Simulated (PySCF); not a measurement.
Vertical excitations of a molecule C₃H₆F₂O from TDA-PBE/def2-SVPD in PySCF, as energy in eV (oscillator strength): 6.99 (0.002), 7.76 (0.018), 8.10 (0.021), 8.19 (0.004), 8.48 (0.014), 8.65 (0.003), 8.88 (0.018), 8.95 (0.017), 9.05 (0.035), 9.13 (0.001). Lowest triplet (TDA): 6.88 eV. Coordinates come from a PBE0-D3(BJ)/def2-SVP optimisation. One conformer was computed; it need not be the lowest.

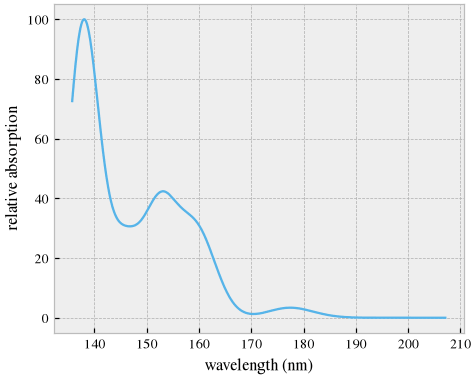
Fig. 1. The lines broadened by 0.4 eV.

Identify the compound among the candidates.
(A) COCC(F)F
(B) COC(C)(F)F
(C) C[C@H](O)C(F)F
(D) OCCC(F)F

B, COC(C)(F)F
